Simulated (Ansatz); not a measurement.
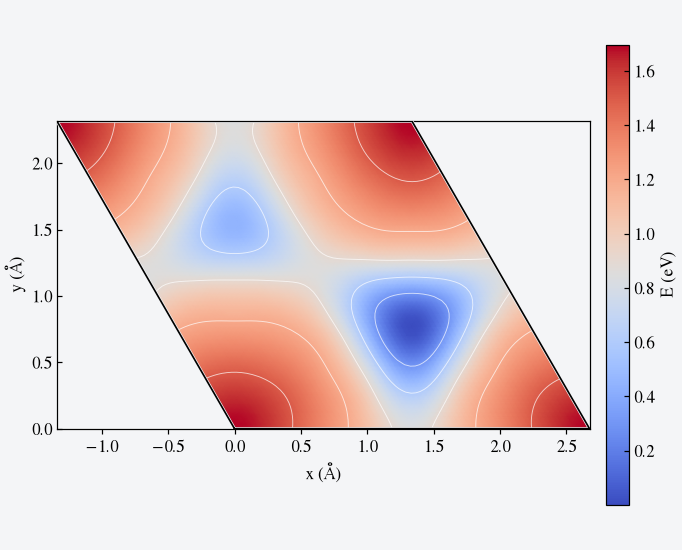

C on a Ru(001) slab cut from the P6_3/mmc phase, its upper half relaxed before the scan (5 atoms of substrate and one adsorbate in a 1 × 1 cell). C is moved over the surface cell; relaxed at each place: the height of the adsorbate's atoms; substrate rigid; the origin of the map has the adsorbate above Ru5. Places are given modulo a cell vector. The map is drawn in real space over the plane of the surface. The scan uses a 6 × 6 grid; 10 points were computed and 26 follow by symmetry. All energies are given in eV relative to the lowest grid point. With one adsorbate in each 1 × 1 cell, its nearest image is 2.7 Å away, so neighbouring adsorbates interact. Computed with DFT LDA, scalar-relativistic, plane waves, PAW in Ansatz. Settings: cutoff 420 eV, k-mesh 12×12×1, gaussian smearing 0.1 eV, no spin polarisation.

Drawn: a smooth colour map with a few white contour lines, the outline of one cell of the plane. Between grid points the surface is interpolated.

The lowest grid point is at a threefold hollow over a second-layer Ru atom, (4/6, 2/6) of the cell vectors. There is a further well near a threefold hollow, (2/6, 4/6) of the cell vectors (0.45 eV above the lowest at that grid point). The highest grid point, the top site over a surface Ru atom, (0/6, 0/6) of the cell vectors, lies 1.70 eV above the lowest. On the interpolated surface the easiest way out of the lowest well to the well at a threefold hollow, (2/6, 4/6) of the cell vectors passes a barrier of about 0.85 eV. At the lowest point the adsorbate has 3 Ru at 1.92 Å as nearest neighbours, at the highest 1 Ru at 1.73 Å. Its relaxed height above the top atom is 1.15 Å at the lowest and 1.73 Å at the highest point.

C is replaced by Si; all else is set up alike.

### What does this change do to the map?

The lowest place stays at a threefold hollow over a second-layer Ru atom, (4/6, 2/6) of the cell vectors. The span from the lowest to the highest grid point shrinks from 1.70 to 0.54 eV. The easiest pass out of the lowest well goes from about 0.85 to about 0.11 eV on the interpolated surfaces. Higher wells of the new map: a threefold hollow, (2/6, 4/6) of the cell vectors, 0.020 eV up (that grid point lay 0.45 eV up before). In the new map: at the lowest point the adsorbate has 3 Ru at 2.54 Å as nearest neighbours, at the highest 1 Ru at 2.39 Å. Its relaxed height above the top atom is 2.02 Å at the lowest and 2.39 Å at the highest point.

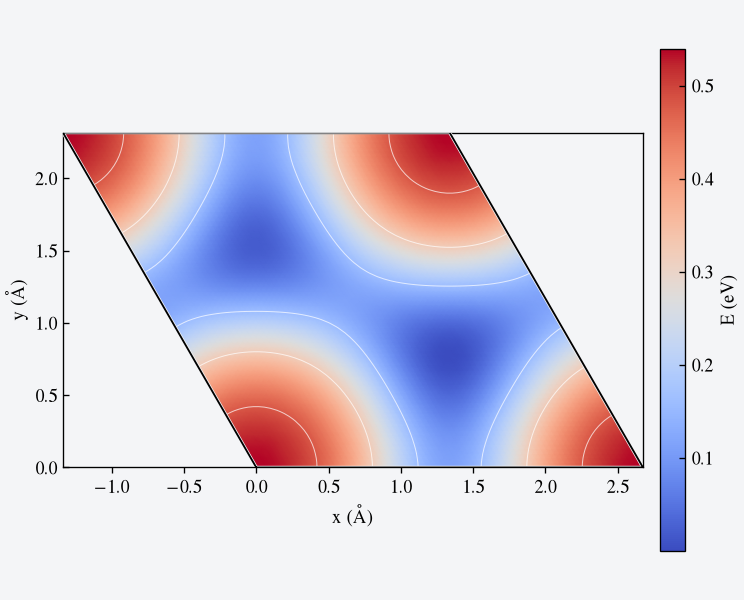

The map after the change, on a colour scale of its own. The picture shows a smooth colour map with a few white contour lines, the outline of one cell of the plane. Between grid points the surface is interpolated.

PAW datasets: the set soft_1.
